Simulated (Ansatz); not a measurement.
Nudged elastic band, with input and output: C2H2ClSi (charge +1)

C2H2ClSi, charge +1, SMILES C=C=[Si+]Cl, computed with RKS B3LYP-D4/def2-SVP (Ansatz 0.2.0).

It belongs to a series of runs on one base structure; here: band between the two ends. Figures and captions count atoms from 1; the log counts them from 0 in places.

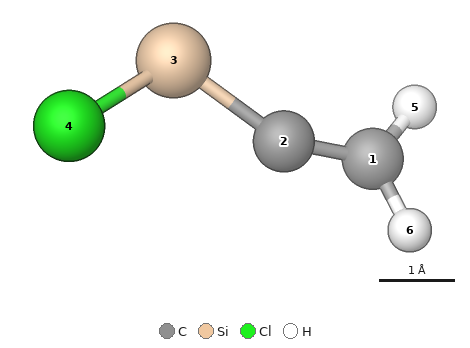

The starting structure (ball-and-stick view, seen at a tilt; atoms are numbered from 1 in the order of the input).

## Input
```yaml
crystal:
  periodic: [false, false, false]
  atoms:
    - { symbol: C, position_ang: [-0.237059, 1.229082, -0.033926] }
    - { symbol: C, position_ang: [0.034788, -0.042243, -0.06856] }
    - { symbol: Si, position_ang: [0.065852, -1.699691, 0.72701] }
    - { symbol: Cl, position_ang: [0.831095, -3.080337, -0.530458] }
    - { symbol: H, position_ang: [-0.676962, 1.750021, 0.833763] }
    - { symbol: H, position_ang: [-0.017713, 1.843158, -0.927828] }
total_charge: 1
basis:
  gaussian: { orbitals: def2-SVP }
hamiltonian:
  xc: b3lyp
  dispersion: d4
neb:
  order_check: false
  images: 6
  f_tol: 0.03
  max_iterations: 60
  climbing: false
  final_atoms:
    - { symbol: C, position_ang: [-0.27182362, 1.22088169, 0.06183875] }
    - { symbol: C, position_ang: [-0.01781144, -0.05452634, 0.07475285] }
    - { symbol: Si, position_ang: [0.61264466, -1.56769007, -0.75995788] }
    - { symbol: Cl, position_ang: [0.46721448, -3.16915332, 0.45928543] }
    - { symbol: H, position_ang: [-0.71477124, 1.68691246, 0.96266976] }
    - { symbol: H, position_ang: [-0.07545183, 1.88356558, -0.7985879] }
  initial_path:
    images:
      - { positions_ang: [[-0.237059, 1.229082, -0.033926], [0.034788, -0.042243, -0.06856], [0.065852, -1.699691, 0.72701], [0.831095, -3.080337, -0.530458], [-0.676962, 1.750021, 0.833763], [-0.017713, 1.843158, -0.927828]] }
      - { positions_ang: [[-0.23878072, 1.24176436, -0.02278416], [0.00010834, -0.01574812, -0.18086307], [0.0549868, -1.68926006, 0.48784624], [0.85613927, -3.14850317, -0.30575111], [-0.58410188, 1.70244992, 0.89169598], [-0.08835081, 1.90928705, -0.87014287]] }
      - { positions_ang: [[-0.24050244, 1.25444673, -0.01164231], [-0.03457132, 0.01074676, -0.29316615], [0.0441216, -1.67882911, 0.24868248], [0.88118354, -3.21666933, -0.08104423], [-0.49124175, 1.65487885, 0.94962895], [-0.15898863, 1.97541611, -0.81245774]] }
      - { positions_ang: [[-0.24222416, 1.26712909, -0.00050047], [-0.06925098, 0.03724163, -0.40546922], [0.03325641, -1.66839817, 0.00951872], [0.90622781, -3.2848355, 0.14366266], [-0.39838163, 1.60730777, 1.00756193], [-0.22962644, 2.04154516, -0.75477261]] }
      - { positions_ang: [[-0.24719054, 1.26595762, 0.01318021], [-0.07676518, 0.03548687, -0.38499596], [0.11136964, -1.64954089, -0.20290527], [0.85424487, -3.29752354, 0.28505458], [-0.40378295, 1.59829227, 1.02597718], [-0.23787485, 2.04731767, -0.73630974]] }
      - { positions_ang: [[-0.25540157, 1.25093231, 0.02939972], [-0.05711394, 0.00548247, -0.23174636], [0.27846132, -1.62225728, -0.38858947], [0.72523474, -3.25473347, 0.34313153], [-0.50744571, 1.62783233, 1.00487471], [-0.18373384, 1.99273364, -0.75706913]] }
      - { positions_ang: [[-0.2636126, 1.235907, 0.04561923], [-0.03746269, -0.02452193, -0.07849675], [0.44555299, -1.59497368, -0.57427368], [0.59622461, -3.2119434, 0.40120848], [-0.61110847, 1.6573724, 0.98377223], [-0.12959284, 1.93814961, -0.77782851]] }
      - { positions_ang: [[-0.27182362, 1.22088169, 0.06183875], [-0.01781144, -0.05452634, 0.07475285], [0.61264466, -1.56769007, -0.75995788], [0.46721448, -3.16915332, 0.45928543], [-0.71477124, 1.68691246, 0.96266976], [-0.07545183, 1.88356558, -0.7985879]] }
```

Run on 1 thread of Arm Neoverse V1, 24 GiB of memory available, shared host.

Run as:
```bash
ansatz run input.yaml --threads 1 --pin off --max-ram 2048MiB --backend cpu --events-out ev --progress --plain --runs-dir out
```

## Output
```
Engine: ansatz 0.2.0, aarch64-unknown-linux-gnu
Functional definition: B3LYP
  parameter a0 = 0.2
  parameter ax = 0.72
  parameter ac = 0.81
  exchange = (1 - a0 - ax)*slater_x + ax*b88_x + a0*exact_x
  correlation = (1 - ac)*vwn_rpa_c + ac*lyp_c
785 factors; integrals over basis functions are off by at most 4.1e-4 eV
mean field evaluation 1: about -22469.4596 eV, gradient 7.4e1 eV
mean field evaluation 2: about -22291.3377 eV, gradient 1.8e2 eV
mean field evaluation 4: about -22487.5714 eV, gradient 2.5e1 eV
mean field evaluation 8: about -22489.5513 eV, gradient 3.2e-1 eV
mean field evaluation 16: about -22489.5638 eV, gradient 1.3e-4 eV
mean field -22489.56375864 eV, -826.4762241562 hartree, gradient 6.7e-6 eV, S^2 0.000000; 0 other end points of the search recorded, 0 dependent functions left out
the calculation of the forces begins
reference -22489.56397067 eV, -826.4762319481 hartree; 22, 22 occupied and 52, 52 virtual orbitals, 785 factors
785 factors; integrals over basis functions are off by at most 5.1e-4 eV
mean field evaluation 32: about -22489.5637 eV, gradient 1.2e-3 eV
mean field -22489.56365696 eV, -826.4762204197 hartree, gradient 6.6e-6 eV, S^2 0.000000; 0 other end points of the search recorded, 0 dependent functions left out
[... from here on the field's lines of each further geometry are left out, up to the last ...]
NEB iter   1: max|band force component| = 7.928e0 eV/Å  barrier→ = 1.5493 eV  barrier← = 1.5492 eV  Δτ_max = 0.1863 Å  (239 SCF iters)
NEB iter   2: max|band force component| = 1.754e0 eV/Å  barrier→ = 1.1685 eV  barrier← = 1.1684 eV  Δτ_max = 0.1948 Å  (202 SCF iters)
NEB iter   3: max|band force component| = 2.451e0 eV/Å  barrier→ = 1.2484 eV  barrier← = 1.2484 eV  Δτ_max = 0.0959 Å  (197 SCF iters)
NEB iter   4: max|band force component| = 9.086e-1 eV/Å  barrier→ = 1.0450 eV  barrier← = 1.0449 eV  Δτ_max = 0.0978 Å  (196 SCF iters)
NEB iter   5: max|band force component| = 1.310e0 eV/Å  barrier→ = 1.0277 eV  barrier← = 1.0276 eV  Δτ_max = 0.0508 Å  (194 SCF iters)
NEB iter   6: max|band force component| = 1.036e0 eV/Å  barrier→ = 0.9963 eV  barrier← = 0.9962 eV  Δτ_max = 0.0503 Å  (194 SCF iters)
NEB iter   7: max|band force component| = 2.390e-1 eV/Å  barrier→ = 0.9780 eV  barrier← = 0.9779 eV  Δτ_max = 0.1003 Å  (192 SCF iters)
NEB iter   8: max|band force component| = 5.362e-1 eV/Å  barrier→ = 0.9652 eV  barrier← = 0.9651 eV  Δτ_max = 0.0499 Å  (193 SCF iters)
NEB iter   9: max|band force component| = 3.856e-1 eV/Å  barrier→ = 0.9314 eV  barrier← = 0.9313 eV  Δτ_max = 0.0496 Å  (191 SCF iters)
NEB iter  10: max|band force component| = 2.814e-1 eV/Å  barrier→ = 0.8807 eV  barrier← = 0.8806 eV  Δτ_max = 0.0507 Å  (191 SCF iters)
NEB iter  11: max|band force component| = 6.949e-1 eV/Å  barrier→ = 0.8661 eV  barrier← = 0.8660 eV  Δτ_max = 0.0254 Å  (191 SCF iters)
NEB iter  12: max|band force component| = 4.624e-1 eV/Å  barrier→ = 0.8521 eV  barrier← = 0.8520 eV  Δτ_max = 0.0252 Å  (191 SCF iters)
NEB iter  13: max|band force component| = 1.779e-1 eV/Å  barrier→ = 0.8519 eV  barrier← = 0.8518 eV  Δτ_max = 0.0114 Å  (192 SCF iters)
NEB iter  14: max|band force component| = 1.792e-1 eV/Å  barrier→ = 0.8591 eV  barrier← = 0.8590 eV  Δτ_max = 0.0057 Å  (159 SCF iters)
NEB iter  15: max|band force component| = 7.857e-2 eV/Å  barrier→ = 0.8607 eV  barrier← = 0.8607 eV  Δτ_max = 0.0114 Å  (147 SCF iters)
NEB iter  16: max|band force component| = 5.134e-2 eV/Å  barrier→ = 0.8602 eV  barrier← = 0.8601 eV  Δτ_max = 0.0114 Å  (160 SCF iters)
NEB iter  17: max|band force component| = 1.278e-1 eV/Å  barrier→ = 0.8522 eV  barrier← = 0.8522 eV  Δτ_max = 0.0057 Å  (167 SCF iters)
NEB iter  18: max|band force component| = 6.664e-2 eV/Å  barrier→ = 0.8487 eV  barrier← = 0.8487 eV  Δτ_max = 0.0057 Å  (155 SCF iters)
NEB iter  19: max|band force component| = 4.695e-2 eV/Å  barrier→ = 0.8540 eV  barrier← = 0.8539 eV  Δτ_max = 0.0057 Å  (158 SCF iters)
NEB iter  20: max|band force component| = 8.416e-2 eV/Å  barrier→ = 0.8553 eV  barrier← = 0.8552 eV  Δτ_max = 0.0028 Å  (148 SCF iters)
NEB iter  21: max|band force component| = 3.770e-2 eV/Å  barrier→ = 0.8518 eV  barrier← = 0.8518 eV  Δτ_max = 0.0057 Å  (142 SCF iters)
NEB iter  22: max|band force component| = 1.011e-1 eV/Å  barrier→ = 0.8463 eV  barrier← = 0.8462 eV  Δτ_max = 0.0028 Å  (148 SCF iters)
NEB iter  23: max|band force component| = 6.514e-2 eV/Å  barrier→ = 0.8489 eV  barrier← = 0.8488 eV  Δτ_max = 0.0028 Å  (139 SCF iters)
NEB iter  24: max|band force component| = 3.483e-2 eV/Å  barrier→ = 0.8485 eV  barrier← = 0.8484 eV  Δτ_max = 0.0028 Å  (137 SCF iters)
NEB iter  25: max|band force component| = 9.192e-2 eV/Å  barrier→ = 0.8464 eV  barrier← = 0.8463 eV  Δτ_max = 0.0014 Å  (139 SCF iters)
NEB iter  26: max|band force component| = 4.153e-2 eV/Å  barrier→ = 0.8476 eV  barrier← = 0.8475 eV  Δτ_max = 0.0028 Å  (134 SCF iters)
NEB iter  27: max|band force component| = 7.318e-2 eV/Å  barrier→ = 0.8439 eV  barrier← = 0.8438 eV  Δτ_max = 0.0014 Å  (141 SCF iters)
NEB iter  28: max|band force component| = 5.082e-2 eV/Å  barrier→ = 0.8423 eV  barrier← = 0.8422 eV  Δτ_max = 0.0028 Å  (132 SCF iters)
the calculation of the forces begins
reference -22489.52699077 eV, -826.4748729621 hartree; 22, 22 occupied and 52, 52 virtual orbitals, 785 factors
785 factors; integrals over basis functions are off by at most 4.1e-4 eV
mean field -22488.72940192 eV, -826.4455621122 hartree, gradient 1.5e-5 eV, S^2 0.000000; 1 other end points of the search recorded, 0 dependent functions left out
the calculation of the forces begins
reference -22488.72962498 eV, -826.4455703096 hartree; 22, 22 occupied and 52, 52 virtual orbitals, 785 factors
NEB iter  29: max|band force component| = 2.281e-2 eV/Å  barrier→ = 0.8418 eV  barrier← = 0.8417 eV  Δτ_max = 0.0000 Å  (326 SCF iters)
```

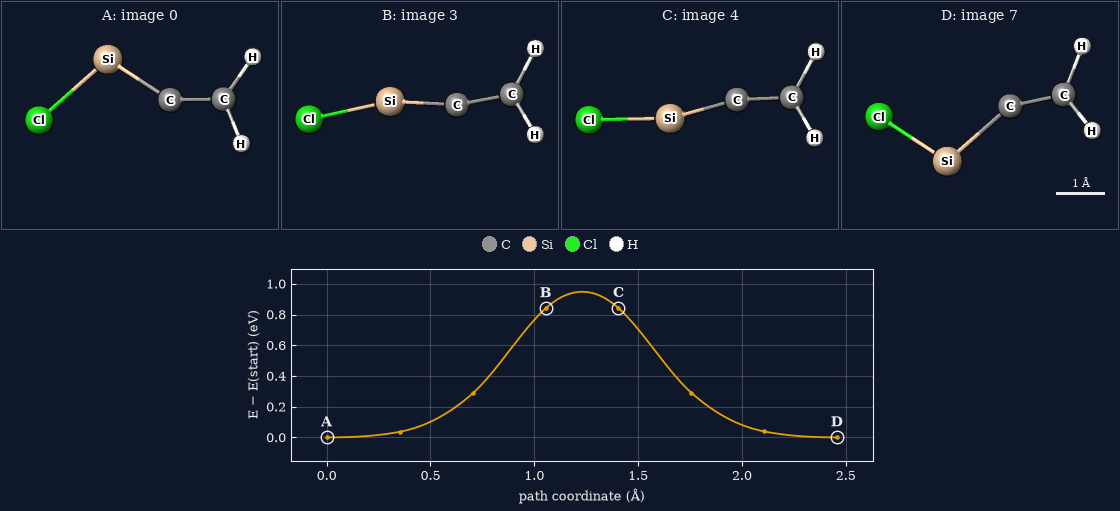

Images of the last band (counted from 0; ball-and-stick, seen at a tilt) above the energy along the path; the line is a cubic interpolation that uses the forces. The highest image is number 4, 0.842 eV above the start and 0.842 eV above the end; start and end have the same energy. The path is 2.46 Å long. The band converged in 29 iterations.

```
Total energy: -22488.92915260 eV, -826.4529028144 hartree
Atom 0 at    -0.276684     1.310039     0.013807 Å, force     0.002342     0.011154    -0.000517 eV/Å
Atom 1 at    -0.021088     0.007561     0.096759 Å, force    -0.099522    -0.034681     0.664432 eV/Å
Atom 2 at     0.350908    -1.570925    -0.148469 Å, force     0.147180     0.046814    -0.953804 eV/Å
Atom 3 at     0.731097    -3.493937     0.013506 Å, force    -0.056084    -0.020116     0.357949 eV/Å
Atom 4 at    -0.538911     1.848132     0.939120 Å, force    -0.012098     0.071231    -0.033971 eV/Å
Atom 5 at    -0.245320     1.899121    -0.914721 Å, force     0.018181    -0.074402    -0.034089 eV/Å
Dipole moment:    -0.101592     0.509852    -0.028962 e Å
this run last wrote the band of iteration 29 to [file]
```

## The last band as extended XYZ (Å, eV, eV/Å)
```
6
Properties=species:S:1:pos:R:3:forces:R:3 image=0 energy=-22489.77069
C    -0.2371    1.2291   -0.0339   -0.0033  -0.0009   0.0101
C     0.0348   -0.0422   -0.0686    0.0031   0.0044  -0.0102
Si    0.0659   -1.6997    0.7270   -0.0023   0.0006   0.0054
Cl    0.8311   -3.0803   -0.5305    0.0004   0.0004  -0.0013
H    -0.6770    1.7500    0.8338    0.0000  -0.0022   0.0008
H    -0.0177    1.8432   -0.9278    0.0021  -0.0022  -0.0048
6
Properties=species:S:1:pos:R:3:forces:R:3 image=1 energy=-22489.73417
C    -0.2435    1.2510   -0.0368    0.0191  -0.0284  -0.0368
C     0.0735   -0.0076   -0.2046    0.0016  -0.0274   0.0184
Si    0.1142   -1.6337    0.6014   -0.0656  -0.0218   0.1922
Cl    0.8053   -3.2459   -0.3743    0.0138   0.1376  -0.1181
H    -0.6674    1.6800    0.8873    0.0174  -0.0414  -0.0275
H    -0.0820    1.9562   -0.8729    0.0137  -0.0186  -0.0282
6
Properties=species:S:1:pos:R:3:forces:R:3 image=2 energy=-22489.48394
C    -0.2693    1.2833    0.0016    0.0456  -0.0958  -0.0760
C     0.0600    0.0260   -0.2291    0.1582   0.0266  -0.5320
Si    0.2188   -1.6009    0.3789   -0.2996  -0.0518   1.0294
Cl    0.7842   -3.4167   -0.2220    0.0723   0.2559  -0.4222
H    -0.6432    1.7434    0.9317    0.0418  -0.1927  -0.0130
H    -0.1505    1.9648   -0.8611   -0.0183   0.0577   0.0139
6
Properties=species:S:1:pos:R:3:forces:R:3 image=3 energy=-22488.93040
C    -0.2811    1.3092    0.0169    0.0055   0.0034   0.0148
C     0.0108    0.0163   -0.0907    0.1373   0.0254  -0.6660
Si    0.3092   -1.5836    0.1155   -0.1942  -0.0320   0.9499
Cl    0.7601   -3.4859   -0.0989    0.0717   0.0084  -0.3541
H    -0.5786    1.8138    0.9482    0.0075  -0.0849   0.0310
H    -0.2204    1.9303   -0.8910   -0.0277   0.0796   0.0244
6
Properties=species:S:1:pos:R:3:forces:R:3 image=4 energy=-22488.92893
C    -0.2767    1.3100    0.0138    0.0023   0.0112  -0.0005
C    -0.0211    0.0076    0.0968   -0.0995  -0.0347   0.6644
Si    0.3509   -1.5709   -0.1485    0.1472   0.0468  -0.9538
Cl    0.7311   -3.4939    0.0135   -0.0561  -0.0201   0.3579
H    -0.5389    1.8481    0.9391   -0.0121   0.0712  -0.0340
H    -0.2453    1.8991   -0.9147    0.0182  -0.0744  -0.0341
6
Properties=species:S:1:pos:R:3:forces:R:3 image=5 energy=-22489.47945
C    -0.2724    1.2824    0.0275    0.0043  -0.1040   0.0759
C    -0.0566   -0.0032    0.2372   -0.1111  -0.0415   0.5398
Si    0.4140   -1.5492   -0.4163    0.2229   0.0823  -1.0512
Cl    0.6840   -3.4438    0.1445   -0.1425   0.1978   0.4388
H    -0.5929    1.8570    0.9163   -0.0087   0.0565  -0.0148
H    -0.1761    1.8568   -0.9092    0.0351  -0.1911   0.0115
6
Properties=species:S:1:pos:R:3:forces:R:3 image=6 energy=-22489.73149
C    -0.2755    1.2438    0.0656   -0.0040  -0.0318   0.0349
C    -0.0577   -0.0387    0.2112    0.0127  -0.0286  -0.0174
Si    0.5078   -1.5358   -0.6440    0.0604   0.0086  -0.2043
Cl    0.5897   -3.3030    0.3035   -0.0646   0.1217   0.1280
H    -0.6533    1.8211    0.9294   -0.0042  -0.0236   0.0302
H    -0.1110    1.8126   -0.8657   -0.0003  -0.0463   0.0285
6
Properties=species:S:1:pos:R:3:forces:R:3 image=7 energy=-22489.77062
C    -0.2718    1.2209    0.0618   -0.0086   0.0135  -0.0004
C    -0.0178   -0.0545    0.0748    0.0073  -0.0061  -0.0091
Si    0.6126   -1.5677   -0.7600   -0.0052   0.0014   0.0105
Cl    0.4672   -3.1692    0.4593    0.0009  -0.0018  -0.0007
H    -0.7148    1.6869    0.9627    0.0059  -0.0102  -0.0061
H    -0.0755    1.8836   -0.7986   -0.0004   0.0032   0.0058
```

## Key numbers

```tsv
quantity	value
outcome	converged
barrier, forward	0.842 eV
barrier, backward	0.842 eV
wall time	6.3 min
peak memory	0.14 GiB
```

## Remarks

The order of the saddle point was not checked.
